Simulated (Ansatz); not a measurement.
Stretching the C4–H5 bond in CH5Bi (SMILES [CH3][BiH2]) (multiplicity 1 held, fragments rigid). Energies count from the point at 1.088 Å.
Geometry at that point (charge 0, multiplicity 1):
| atom | x (Å) | y (Å) | z (Å) |
|---|---|---|---|
| Bi | -0.1144 | -0.1388 | 0.1427 |
| H | 0.1011 | -1.4563 | -1.0658 |
| H | -1.6344 | 0.3793 | -0.6723 |
| C | 1.1592 | 1.3240 | -1.0635 |
| H | 0.9950 | 2.3241 | -0.6682 |
| H | 0.8759 | 1.2806 | -2.1106 |
| H | 2.2039 | 1.0455 | -0.9423 |

R- and RO- levels are restricted; in cc, def2 and unpolarised 6-31G sets they are followed outwards from rest. U- levels take the lowest unrestricted solution at each point, which mixes spins at long bonds. Active spaces are followed from a long bond inwards. Levels need not reach the same state.

Cores are frozen in the correlated methods. Filled d and f shells under p-block atoms count as core.

Run with Ansatz (Gaussian basis) for Hartree–Fock, density functionals and correlated methods.  In def2 rows elements past Kr take small-core potentials, without spin–orbit coupling.

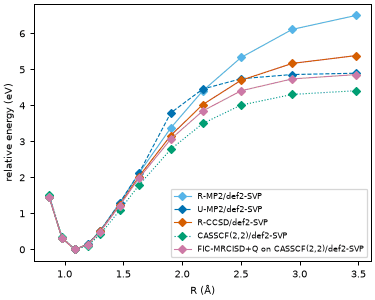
Figure. Relative energy along the coordinate

Question: Read off the U-MP2/def2-SVP curve at R = 1.904.

Answer: about 3.8 eV

Doubts at one or more of the structures used: a restricted determinant that unrestricted orbitals would lower (R-MP2/def2-SVP, R-CCSD/def2-SVP); a spin-contaminated determinant (U-MP2/def2-SVP); other coupled-cluster roots lie near (R-CCSD/def2-SVP); T1 above 0.05 (R-CCSD/def2-SVP).

Ansatz is an electronic-structure program.
